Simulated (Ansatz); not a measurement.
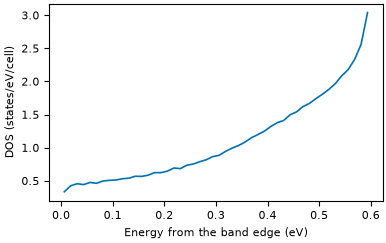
Density of states of monolayer SnSe above the conduction band minimum, HSE06, rigid bands (Ansatz, an electronic-structure program); cell area 18.85 Å².

Task: What effective density of states at 300 K does this give (∫ g(E) exp(−E/k_BT) dE, both spins, divided by the cell's size)?

Result: 5.5e12 cm⁻².

Spin-orbit coupling is left out. Geometry: cell and atoms relaxed with PBE.
